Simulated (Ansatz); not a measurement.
# Squeezing and shearing glassy 70SiO2-12CaO-18Li2O (mol %) (95 atoms)

How stiff is glassy 70SiO2-12CaO-18Li2O (mol %) (95 atoms), and how do its levels respond to strain?

Calculated with Ansatz 0.2.0; Kohn-Sham DFT, revPBE, PAW (set soft_2), plane waves.

## Step 1: Starting point

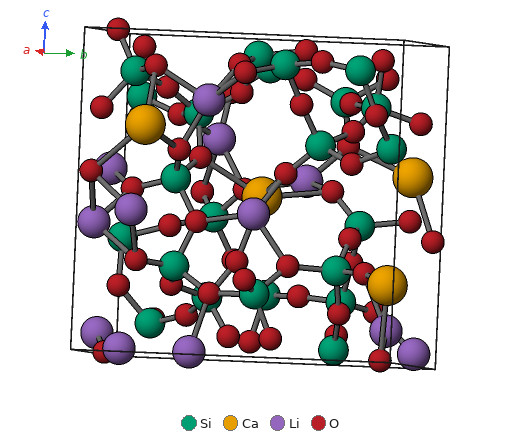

The cell as given, slightly off an axis (silicon teal, calcium orange, lithium purple, oxygen red). Bonds to atoms that aren't drawn are left out. Some periodic images of atoms are drawn too.

The cell holds 95 atoms: 23 Si, 4 Ca, 12 Li and 56 O. Cell: a = 10.693 Å, b = 10.693 Å, c = 10.693 Å, α = 90.0°, β = 90.0°, γ = 90.0°. 95 atoms (23 Si, 4 Ca, 12 Li, 56 O) placed at random at 2.37 g/cm³, melted at 4000 K for 10 ps at fixed volume with the Morse and Coulomb pair potential with partial charges (Pedone, Malavasi, Menziani, Cormack and Segre, J. Phys. Chem. B 110, 11780 (2006)). Quenched from 4000 K to 300 K at 50 K/ps and fixed volume, held 10 ps at zero pressure, then minimised at fixed cell.

What the set-up can't give: The quench rate of 50 K/ps far exceeds what a furnace or splat quench reaches, so expect more defects and frozen-in strain than in a real sample. The network of bonds at the start is that of the classical potential that made the cell, and needn't be the one that DFT or experiment would give. Only the Γ point is sampled.

## Step 2: Single point at the start

The forces at the start show how far the geometry lies from a minimum of this functional.

input.yaml

```yaml
crystal:
  lattice:
    - [10.69286, 0.0, 0.0]
    - [0.0, 10.69286, 0.0]
    - [0.0, 0.0, 10.69286]
  atoms:
    - { symbol: Si, position: [0.44565, 0.28944, 0.756] }
    - { symbol: Si, position: [0.66676, 0.1179, 0.87568] }
    - { symbol: Si, position: [0.22607, 0.13405, 0.10337] }
    - { symbol: Si, position: [0.67836, 0.26576, 0.27635] }
    - { symbol: Si, position: [0.40871, 0.83835, 0.79551] }
    - { symbol: Si, position: [0.42092, 0.33652, 0.18759] }
    - { symbol: Si, position: [0.93858, 0.85924, 0.90096] }
    - { symbol: Si, position: [0.789, 0.60227, 0.91155] }
    - { symbol: Si, position: [0.63248, 0.25318, 0.54967] }
    - { symbol: Si, position: [0.24395, 0.03952, 0.36632] }
    - { symbol: Si, position: [0.78089, 0.9447, 0.66421] }
    - { symbol: Si, position: [0.15524, 0.30826, 0.44078] }
    - { symbol: Si, position: [0.77459, 0.53394, 0.19857] }
    - { symbol: Si, position: [0.15187, 0.70544, 0.813] }
    - { symbol: Si, position: [0.20075, 0.72453, 0.19285] }
    - { symbol: Si, position: [0.51054, 0.47812, 0.93981] }
    - { symbol: Si, position: [0.25456, 0.082, 0.80326] }
    - { symbol: Si, position: [0.45047, 0.74341, 0.03955] }
    - { symbol: Si, position: [0.63738, 0.70173, 0.66789] }
    - { symbol: Si, position: [0.3733, 0.79762, 0.42811] }
    - { symbol: Si, position: [0.05939, 0.46733, 0.207] }
    - { symbol: Si, position: [0.04024, 0.44914, 0.91135] }
    - { symbol: Si, position: [0.62829, 0.76641, 0.28266] }
    - { symbol: Ca, position: [0.05436, 0.91173, 0.5899] }
    - { symbol: Ca, position: [0.94248, 0.97307, 0.23935] }
    - { symbol: Ca, position: [0.94342, 0.19472, 0.70686] }
    - { symbol: Ca, position: [0.42176, 0.49493, 0.50542] }
    - { symbol: Li, position: [0.18819, 0.59908, 0.5631] }
    - { symbol: Li, position: [0.74127, 0.9463, 0.10099] }
    - { symbol: Li, position: [0.71785, 0.01505, 0.40258] }
    - { symbol: Li, position: [0.90553, 0.15596, 0.44259] }
    - { symbol: Li, position: [0.09664, 0.94423, 0.04298] }
    - { symbol: Li, position: [0.17189, 0.31804, 0.6828] }
    - { symbol: Li, position: [0.76012, 0.33582, 0.01138] }
    - { symbol: Li, position: [0.69455, 0.50961, 0.44736] }
    - { symbol: Li, position: [0.93012, 0.14085, 0.01067] }
    - { symbol: Li, position: [0.45497, 0.02372, 0.5744] }
    - { symbol: Li, position: [0.47557, 0.00525, 0.06289] }
    - { symbol: Li, position: [0.77153, 0.36551, 0.79341] }
    - { symbol: O, position: [0.90674, 0.95522, 0.00673] }
    - { symbol: O, position: [0.49216, 0.62377, 0.96222] }
    - { symbol: O, position: [0.04177, 0.25358, 0.51981] }
    - { symbol: O, position: [0.34026, 0.70283, 0.5317] }
    - { symbol: O, position: [0.10143, 0.36847, 0.3109] }
    - { symbol: O, position: [0.42881, 0.41867, 0.82663] }
    - { symbol: O, position: [0.08203, 0.12474, 0.1182] }
    - { symbol: O, position: [0.28129, 0.03809, 0.21603] }
    - { symbol: O, position: [0.0453, 0.4231, 0.06135] }
    - { symbol: O, position: [0.35276, 0.97206, 0.75196] }
    - { symbol: O, position: [0.40203, 0.4216, 0.30242] }
    - { symbol: O, position: [0.6921, 0.62353, 0.29013] }
    - { symbol: O, position: [0.60685, 0.59281, 0.57752] }
    - { symbol: O, position: [0.08649, 0.82383, 0.89081] }
    - { symbol: O, position: [0.08939, 0.81516, 0.16799] }
    - { symbol: O, position: [0.64963, 0.43992, 0.90917] }
    - { symbol: O, position: [0.59912, 0.11422, 0.51292] }
    - { symbol: O, position: [0.12313, 0.57259, 0.87874] }
    - { symbol: O, position: [0.45212, 0.85897, 0.94166] }
    - { symbol: O, position: [0.91766, 0.5215, 0.23909] }
    - { symbol: O, position: [0.72691, 0.81456, 0.61412] }
    - { symbol: O, position: [0.29512, 0.7427, 0.8067] }
    - { symbol: O, position: [0.28132, 0.76416, 0.31416] }
    - { symbol: O, position: [0.77937, 0.16048, 0.2903] }
    - { symbol: O, position: [0.74662, 0.27633, 0.63699] }
    - { symbol: O, position: [0.65825, 0.32717, 0.41764] }
    - { symbol: O, position: [0.31059, 0.72985, 0.08704] }
    - { symbol: O, position: [0.31848, 0.21053, 0.75263] }
    - { symbol: O, position: [0.54656, 0.7691, 0.15168] }
    - { symbol: O, position: [0.72946, 0.38688, 0.19504] }
    - { symbol: O, position: [0.85178, 0.01891, 0.55871] }
    - { symbol: O, position: [0.24599, 0.18576, 0.40816] }
    - { symbol: O, position: [0.8733, 0.73007, 0.92426] }
    - { symbol: O, position: [0.54018, 0.23984, 0.22223] }
    - { symbol: O, position: [0.73282, 0.86927, 0.2762] }
    - { symbol: O, position: [0.52022, 0.78548, 0.71731] }
    - { symbol: O, position: [0.15143, 0.58402, 0.20621] }
    - { symbol: O, position: [0.46866, 0.41486, 0.06861] }
    - { symbol: O, position: [0.12496, 0.05973, 0.74263] }
    [... 11 atom lines left out ...]
    - { symbol: O, position: [0.51928, 0.78953, 0.38517] }
    - { symbol: O, position: [0.7579, 0.58825, 0.06229] }
    - { symbol: O, position: [0.63552, 0.05299, 0.0021] }
    - { symbol: O, position: [0.7067, 0.64654, 0.79204] }
    - { symbol: O, position: [0.21992, 0.41035, 0.52934] }
    - { symbol: O, position: [0.06983, 0.3328, 0.83055] }
kpoints:
  mp_grid: { grid: [1, 1, 1] }
hamiltonian:
  xc: revpbe
scf:
  occupations: { method: fixed }
output:
  forces: true
```

The run is started by

```console
$ ansatz run input.yaml --threads 4 --pin off --max-ram 8192MiB --backend cpu --events-out ev --progress --plain --runs-dir out
```

Numbers of over 12 decimals in the logs are rounded to 6 here.

What it wrote:

```text
Engine: ansatz 0.2.0, x86_64-unknown-linux-gnu
Pseudopotentials: kind: paw
Pseudopotential: Si, paw, valence charge 4, recommended cutoff 420 eV (normal), Si.paw.azcp
Pseudopotential: Ca, paw, valence charge 10, recommended cutoff 420 eV (normal), Ca.paw.azcp
Pseudopotential: Li, paw, valence charge 3, recommended cutoff 420 eV (normal), Li.paw.azcp
Pseudopotential: O, paw, valence charge 6, recommended cutoff 420 eV (normal), O.paw.azcp
[... 5 lines on functional and potentials left out ...]
Crystal: 95 atoms, lattice volume = 1222.592 Å³
Basis set: ecut = 420 eV, 23847 PW (Γ), exchange–correlation on 144×144×144 points (8 copies of the dense FFT grid, shifted against one another)
Bands: 347, of which v1, the nominal top of the filled ones, is band 252 counted from 1 (251 counted from 0)
Symmetry: 1 space group operations
Space group: P1 (ITA 1), of the structure as read, at distance tolerance 1.1e-4 Å
k-points: 1
[... 12 lines on functional and potentials left out ...]
Initial density: superposition of atomic densities (neutral atoms: chi_scale 0, normalization atom), corrected by the library's trained network
Initial wavefunctions: pseudopotential atomic-orbital guess
Functional: x = revpbe(κ = 1.245, μ = 0.219515), c = pbe(β = 0.066725)
SCF iter   1: F=—  HF=-56370.524638 eV  |F-HF|=—  |Δ(HF+E_count)|=         —  Δρ=3.43e-3  dr2=1.54e-1  ethr=1.77e-3  ⟨swp⟩=6.0  Hψ=1572  notcnv=0  defer=91
preconditioner: auto → Resta (q_TF=auto, 2.354 Å⁻¹)  ε∞=3.0  [insulator: Δε(μ)=3.954 eV  Ē_g=16.507 eV  n_scr=256 (ndim 8)  ℏωp=23.1 eV  f_vac=0.147  ε∞_Penn≈3.0]
SCF iter   2: F=—  HF=-56370.515392 eV  |F-HF|=—  |Δ(HF+E_count)|=   9.25e-3  Δρ=1.78e-3  dr2=2.48e-2  ethr=3.06e-5  ⟨swp⟩=4.0  Hψ=544  notcnv=0  defer=93
SCF iter   3: F=—  HF=-56370.521628 eV  |F-HF|=—  |Δ(HF+E_count)|=   6.24e-3  Δρ=6.89e-4  dr2=7.10e-3  ethr=4.93e-6  ⟨swp⟩=3.0  Hψ=447  notcnv=0  defer=74
automatic band count: iteration 3 solves 328 bands in place of 347: the levels show a gap, and the empty bands left out lie too high to hold charge; the band table lists the bands solved (type scf.n_extra_bands for more)
SCF iter   4: F=—  HF=-56370.523409 eV  |F-HF|=—  |Δ(HF+E_count)|=   1.78e-3  Δρ=2.11e-4  dr2=5.54e-4  ethr=1.41e-6  ⟨swp⟩=3.0  Hψ=447  notcnv=0  defer=74
SCF iter   5: F=—  HF=-56370.523700 eV  |F-HF|=—  |Δ(HF+E_count)|=   2.91e-4  Δρ=9.88e-5  dr2=1.14e-4  ethr=1.10e-7  ⟨swp⟩=2.0  Hψ=456  notcnv=0  defer=74
SCF iter   6: F=—  HF=-56370.523823 eV  |F-HF|=—  |Δ(HF+E_count)|=   1.24e-4  Δρ=2.66e-5  dr2=8.82e-6  ethr=2.26e-8  ⟨swp⟩=2.0  Hψ=445  notcnv=0  defer=74
SCF iter   7: F=—  HF=-56370.524616 eV  |F-HF|=—  |Δ(HF+E_count)|=   7.92e-4  Δρ=1.58e-5  dr2=2.31e-6  ethr=1.75e-9  ⟨swp⟩=2.0  Hψ=580  notcnv=0  defer=74
SCF iter   8: F=—  HF=-56370.524617 eV  |F-HF|=—  |Δ(HF+E_count)|=   1.70e-6  Δρ=5.64e-6  dr2=3.04e-7  ethr=4.58e-10  ⟨swp⟩=3.0  Hψ=462  notcnv=0  defer=74
SCF iter   9: F=-56370.524618 eV  HF=-56370.524618 eV  |F-HF|=2.14e-8  |Δ(HF+E_count)|=   5.31e-7  Δρ=2.14e-6  dr2=4.89e-8  ethr=1.98e-11  ⟨swp⟩=5.0  Hψ=1007  notcnv=0
SCF 1 converged in 9 iterations: F = -56370.524618 eV  dr2 = 4.89e-8
  greatest PAW one-centre occupation: 1.000 electrons in one spin orbital (limit 2), on the Li atom at site 35 (counted from 0), in its partial waves of l = 0
SCF converged after 9 iterations
Free energy (F): -56370.524618 eV
Harris-Foulkes:  -56370.524618 eV  (|F-HF|=2.14e-8)
Internal energy: -56370.524618 eV  (E = F + TS)
E sigma→0 (E₀):  -56370.524618 eV
Fermi energy:    3.881657 eV
--- Per-component energies (eV) ---
  E_band       = -3298.615174
  E_kinetic    = 12457.064444
  E_local      = -34547.833591  (includes V_loc(G=0)·N_el)
  E_nonlocal   = 3059.810145
  E_hartree    = 12765.106744
  E_xc         = -6169.507811
  E_vxc        = -7296.805627  (∫ρ·V_xc dr)
  E_paw        = -24505.915214  (= ΣΔE_a)
  E_vpaw       = -2501.208032  (= ΣTr[D̂ρ^β])
  E_aug_tail   = 0.142690  (compensation charges beyond the density's cutoff)
  E_ewald      = -19427.939670
  E_core_change = -1.452355  (= ΣΔE_core)
  E_smearing   = -0.000000  (= −TS)
  E_closure    = 0.000000  (closes the sum)
  Σ components = -56370.524618   (vs F -56370.524618, Δ=0.00e0)
--- Forces (eV/Å), atoms counted from 1 ---
  atom   1  Si     2.69703324    -1.41681923     1.31883914
  atom   2  Si    -0.32761025     0.10530872    -1.15144104
  atom   3  Si     1.12586065    -0.25523475     0.75162293
  atom   4  Si    -1.44186311     1.15417509     0.66940966
  atom   5  Si    -0.85686469    -0.18358716     1.35493668
  atom   6  Si     1.09306470    -0.19776040    -0.11650129
  atom   7  Si    -0.39253133    -1.56812036    -1.36234423
  atom   8  Si     0.15866453     0.14529107     0.16539498
  atom   9  Si    -0.19800811    -1.62076740     0.01381458
  atom  10  Si    -0.03688480     0.85164706    -1.05264208
  atom  11  Si    -0.77932303    -0.10803368     2.60652065
  atom  12  Si     0.26291557    -0.57740890    -0.44728900
  atom  13  Si     0.25334742    -0.55294709    -0.95468794
  atom  14  Si    -1.83117605     0.40677582     0.03198233
[...]
atom  94  O      1.09594271     1.40317273     1.01938807
  atom  95  O      0.16172146    -2.05817510    -1.69927766
  max |Σ_I F_I| component: 1.21e-4 eV/Å
```

It took 6 s on 4 threads of Intel Xeon Platinum 8375C at 2.90GHz (Ice Lake), shared host; peak memory 1.4 GiB; 21 s of CPU time.

The r.m.s. force at the start is 1.0 eV/Å.

(Continued in part 2 of 4.)

[Logs are printed without paths, hosts, clocks, repeated set-up lines and the standing remarks that a program may print on its own settings, such as how far it seeks lower states.]

[Hosts, paths, dates, database ids (printed as entryN), source tags and the programs' standing remarks are cut or masked in the printed files.]
